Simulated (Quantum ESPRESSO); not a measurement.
Na$_{4}$IrOs

Input

```
&CONTROL
  calculation = 'scf'
  prefix = 'pwscf'
  outdir = './tmp'
  pseudo_dir = './pseudo'
  tprnfor = .true.
  tstress = .true.
  disk_io = 'low'
/
&SYSTEM
  ibrav = 0
  nat = 6
  ntyp = 3
  ecutwfc = 55
  ecutrho = 440
  nbnd = 45
  occupations = 'smearing'
  smearing = 'fd'
  degauss = 0.00367493
/
&ELECTRONS
  conv_thr = 1.2d-09
  electron_maxstep = 120
  mixing_beta = 0.5
/
ATOMIC_SPECIES
Na    22.9898 na_pbe_v1.5.uspp.F.UPF
Os   190.2300 Os_pbe_v1.2.uspp.F.UPF
Ir   192.2170 Ir_pbe_v1.2.uspp.F.UPF
CELL_PARAMETERS angstrom
   0.0000000000    3.9347240700    3.9347240700
   3.9347240700    0.0000000000    3.9347240700
   3.9347240700    3.9347240700    0.0000000000
ATOMIC_POSITIONS crystal
Na     0.1249259700    0.6250246800    0.6250246800
Na     0.6250246800    0.6250246800    0.1249259700
Na     0.6250246800    0.6250246800    0.6250246800
Na     0.6250246800    0.1249259700    0.6250246800
Os     0.0000000000    0.0000000000    0.0000000000
Ir     0.2500000000    0.2500000000    0.2500000000
K_POINTS automatic
6 6 6 0 0 0
```

Launched as:

```sh
OMP_NUM_THREADS=1 pw.x -in pw.in > pw.out
OMP_NUM_THREADS=1 pp.x -in pp_density.in > pp_density.out
OMP_NUM_THREADS=1 pp.x -in pp_potential.in > pp_potential.out
```

Below, planes, directions and counts refer to the conventional cell (a = 7.87 Å, b = 7.87 Å, c = 7.87 Å, α = 90.00°, β = 90.00°, γ = 90.00°).

Space group F-43m; a generated structure, not necessarily the stable one; computed pressure about −5 GPa in this cell.

Method: Kohn-Sham DFT of a periodic cell, PBE, SSSP 1.3 efficiency PBE (Quantum ESPRESSO).

Q: What will maps of the valence pseudo-density show?

A: Na–Na (2.78 Å): ρ at the midpoint is about 0.05 e/Å³.
Na–Os (3.26 Å): ρ at the midpoint is about 0.12 e/Å³, with its minimum of 0.08 e/Å³ about 1.2 Å from Na.
Na–Ir (3.26 Å): the density is about 0.12 e/Å³ at the midpoint, with its minimum of 0.08 e/Å³ about 1.2 Å from Na.
Ir–Os (3.41 Å): ρ is about 0.16 e/Å³ halfway.

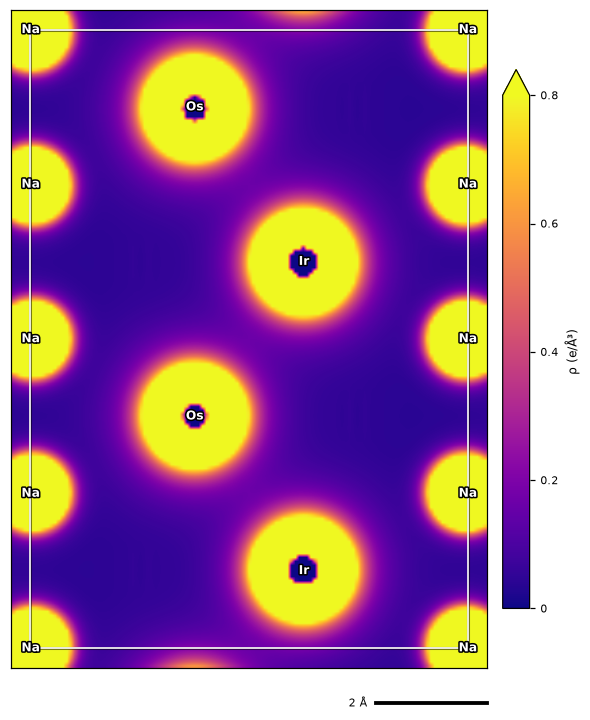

Computed valence pseudo-density on the (101) plane of the conventional cell. 
